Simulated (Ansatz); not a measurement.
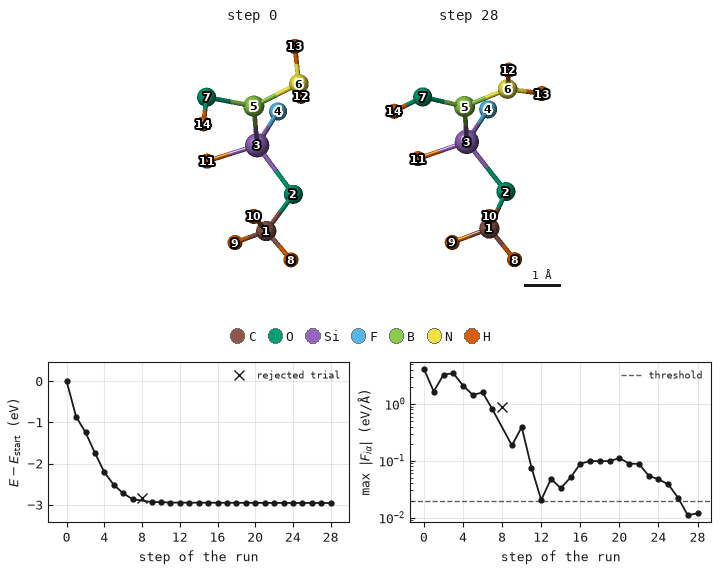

First and last geometry of a relaxation of CH7BFNO2Si, with the history of the run. The picture is a ball-and-stick view, seen from a free direction.

The run prepares the start of a later molecular dynamics calculation, from a guessed geometry.

Theory: UKS BLYP/STO-3G in Ansatz 0.2.0.

The input:
```yaml
crystal:
  periodic: [false, false, false]
  atoms:
    - { symbol: C, position_ang: [-0.4938, -2.1887, 0.1364] }
    - { symbol: O, position_ang: [-1.3477, -1.126, -0.4167] }
    - { symbol: Si, position_ang: [-1.1419, 0.3226, 0.4973] }
    - { symbol: F, position_ang: [-2.3435, 1.3664, 0.2629] }
    - { symbol: B, position_ang: [0.5189, 1.2048, -0.0818] }
    - { symbol: "N", position_ang: [0.662, 1.6777, -1.5106] }
    - { symbol: O, position_ang: [1.6262, 1.4429, 0.8935] }
    - { symbol: H, position_ang: [-0.6479, -3.0436, -0.4894] }
    - { symbol: H, position_ang: [-0.8409, -2.372, 1.2097] }
    - { symbol: H, position_ang: [0.5417, -1.8827, 0.0994] }
    - { symbol: H, position_ang: [-1.0231, 0.0075, 1.9671] }
    - { symbol: H, position_ang: [1.5355, 1.2049, -1.8736] }
    - { symbol: H, position_ang: [0.8026, 2.7155, -1.5085] }
    - { symbol: H, position_ang: [2.139, 0.6415, 0.8432] }
magnetization:
  spin_polarized: true
basis:
  gaussian: { orbitals: STO-3G }
hamiltonian:
  xc: blyp
relax:
  f_tol: 0.02
  max_steps: 40
```

Command:
```bash
ansatz run input.yaml --threads 1 --pin off --max-ram 2048MiB --backend cpu --events-out ev --progress --plain --runs-dir out
```

### Read the history and describe the run.

It converged. The largest move after the best rigid fit is that of H13, 1.58 Å. Largest moves by element: H 1.58 Å, N 0.34 Å, O 0.28 Å, B 0.26 Å, Si 0.22 Å, C 0.21 Å. Some distances before and after: B5–O7 1.495 → 1.403 Å, B5–N6 1.512 → 1.422 Å, O7–H14 0.953 → 1.032 Å, Si3–F4 1.609 → 1.660 Å. Among the angles between lasting bonds that change: B5–N6–H12 105.2° → 123.7°, B5–N6–H13 108.7° → 124.4°, O2–Si3–F4 112.2° → 100.9°. Groups turn about B5–O7 by about 90°. Over 27 accepted moves (28 points after the start) the energy falls by 2.954 eV. Largest force component: 4.1 eV/Å at the start, 0.012 eV/Å at the end. The line search rejected the trial step at point 8 of the run.

```
step  E − E(0), eV  largest force component, eV/Å      note
   0        0.0000                         4.1050          
   1       -0.8607                         1.6515          
   2       -1.2391                         3.2832          
   3       -1.7401                         3.4574          
   4       -2.2074                         2.1055          
   5       -2.5152                         1.4389          
   6       -2.7206                         1.5917          
   7       -2.8626                         0.8062          
   8       -2.8280                         0.8801  rejected
   9       -2.9319                         0.1859          
  10       -2.9330                         0.3920          
  11       -2.9442                         0.0760          
  12       -2.9455                         0.0204          
  13       -2.9464                         0.0479          
  14       -2.9472                         0.0330          
  15       -2.9477                         0.0508          
  16       -2.9483                         0.0887          
  17       -2.9490                         0.0990          
  18       -2.9500                         0.0986          
  19       -2.9507                         0.0986          
  20       -2.9513                         0.1117          
  21       -2.9518                         0.0891          
  22       -2.9525                         0.0879          
  23       -2.9532                         0.0545          
  24       -2.9537                         0.0472          
  25       -2.9540                         0.0385          
  26       -2.9541                         0.0223          
  27       -2.9542                         0.0110          
  28       -2.9542                         0.0119
```

Limits of the set-up: STO-3G is a minimal basis, so the numbers are rough.
